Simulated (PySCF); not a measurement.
# [AlH3]− (SMILES [AlH3-]): RPA/SBKJC (core potential)

Aim: the vertical ionisation energy of [AlH3]− at RPA/SBKJC (core potential), from 2 runs. The job is set up through a Python script.

The results are computed with PySCF 2.14.0.

**1. Starting point**

[AlH3]−: 4 atoms, total charge -1, spin state doublet. SMILES: `[AlH3-]`. Geometry: a GFN2-xTB relaxation, a rough one for these elements and not checked as a minimum.

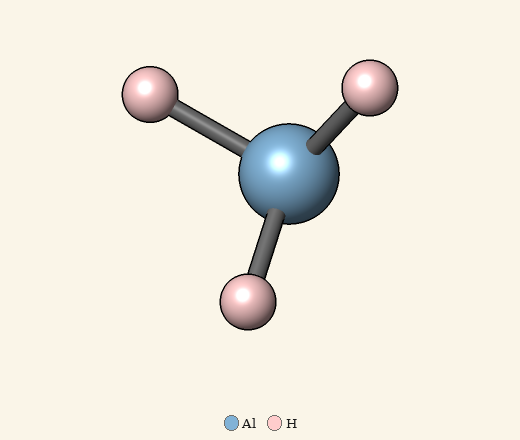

Viewed from a chosen angle; aluminium light blue, hydrogen pink.

**2. A single-point energy at RPA/SBKJC (core potential)**

The input, mol.xyz:

```xyz
4
AlH3
Al    -0.161060     0.455350    -0.307260
H      0.471920     0.754070     1.224440
H     -1.350110    -0.683860     0.050500
H      1.039250    -0.525560    -0.967690
```

The input, job.py:

```python
# [AlH3-]
from pyscf import gto, scf
from pyscf.gw.urpa import URPA

mol = gto.Mole()
mol.atom = 'mol.xyz'
mol.basis = 'sbkjc'
mol.verbose = 3
mol.ecp = {'Al': 'sbkjc'}
mol.charge = -1
mol.max_memory = 1860
mol.spin = 1
mol.build()

mf = scf.UHF(mol)
mf.conv_tol = 1e-10
mf.kernel()
if not mf.converged:
    mf = mf.newton().run(mf.mo_coeff, mf.mo_occ)

rpa = URPA(mf)
rpa.kernel()
e_exx = mf.e_tot
e_tot = e_exx + rpa.e_corr
print(f'total energy: {e_tot:.8f} hartree')
```

On the command line:

```sh
OMP_NUM_THREADS=1 python job.py
```

Output:

```text
converged SCF energy = -3.58048936418137  <S^2> = 0.7530918  2S+1 = 2.0030894

WARN: Even tempered Gaussians are generated as DF auxbasis for  H Al

E(URPA) = -3.64547706263894  E_corr = -0.0655070426217621  E_hf = -3.57997002001718
total energy: -3.64599641 hartree
```

Wall time 0.76 s (1 thread of Arm Neoverse V1, shared host); peak memory 0.12 GiB.

**3. Singlet neutral AlH3**

The input, calc.py:

```python
from pyscf import gto
from pyscf.gw.rpa import RPA

mol = gto.M(
    atom='''
Al  -0.161060   0.455350  -0.307260
H    0.471920   0.754070   1.224440
H   -1.350110  -0.683860   0.050500
H    1.039250  -0.525560  -0.967690
''',
    verbose=3,
    max_memory=1860,
    ecp={'Al': 'sbkjc'},
    basis='sbkjc',
)

hf = mol.RHF()
hf.conv_tol = 1e-10
hf.kernel()
if not hf.converged:
    hf = hf.newton().run(hf.mo_coeff, hf.mo_occ)

rpa = RPA(hf)
rpa.kernel()
e_exx = hf.e_tot
e_tot = e_exx + rpa.e_corr
print('E = %.10f Eh' % e_tot)
```

On the command line:

```sh
OMP_NUM_THREADS=1 python calc.py
```

Output:

```text
converged SCF energy = -3.53768032659951

WARN: Even tempered Gaussians are generated as DF auxbasis for  H Al

E(RPA) = -3.60667482454251  E_corr = -0.0681261988185373  E_hf = -3.53854862572398
E = -3.6058065254 Eh
```

It took 0.72 s on 1 thread of Arm Neoverse V1, shared host; peak memory 0.12 GiB.

**4. Results**

Level: RPA/SBKJC (core potential).

| quantity | value |
| --- | --- |
| doublet [AlH3]−: total energy | -3.64600 Eh |
| doublet [AlH3]−: HOMO energy (Hartree–Fock orbitals) (highest over α and β) | -1.53 eV |
| doublet [AlH3]−: LUMO energy (Hartree–Fock orbitals) (lowest over α and β) | 6.27 eV |
| doublet [AlH3]−: RPA correlation energy | -65.5 mEh |
| doublet [AlH3]−: ⟨S²⟩ | 0.753 |
| singlet neutral AlH3: total energy | -3.60581 Eh |
| singlet neutral AlH3: dipole moment (Hartree–Fock density) | 3.81 D |
| singlet neutral AlH3: HOMO energy (Hartree–Fock orbitals) | -10.55 eV |
| singlet neutral AlH3: LUMO energy (Hartree–Fock orbitals) | -0.79 eV |
| singlet neutral AlH3: HOMO–LUMO gap (Hartree–Fock orbitals) | 9.75 eV |
| singlet neutral AlH3: RPA correlation energy | -68.1 mEh |
| vertical ionisation energy (to the singlet neutral) | 1.094 eV |

**Reading.** Removing an electron at fixed nuclei costs 1.09 eV (25 kcal/mol). Mulliken charges (doublet [AlH3]−) of the mean-field density run from -0.30 on H3 to -0.09 on Al1. Mulliken charges (singlet neutral AlH3) of the mean-field density run from -0.19 on H2 to +0.57 on Al1.
